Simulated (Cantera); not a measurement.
Charge: 1 mol SiCl4, 0.87 mol Cl2, 1.6 mol H2, at 101000 Pa.

Method: chemical equilibrium by Gibbs-energy minimisation in Cantera with the NASA 1993 tables (ideal gas, pure condensed phases). Candidate condensed phases: Si; 19 gas species. The tables' values for SiCl3 are old estimates; treat these amounts as uncertain. Rates play no part.

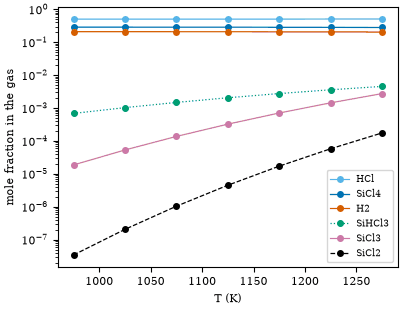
Figure. Equilibrium gas composition (values under 1e-9 drawn at 1e-9)

Task: Read off the mole fractions at 1225 K.

Result: HCl about 0.51, SiCl4 about 0.28, H2 about 0.21, SiHCl3 about 0.0036, SiCl3 about 0.0014, SiCl2 about 5.8e-5.
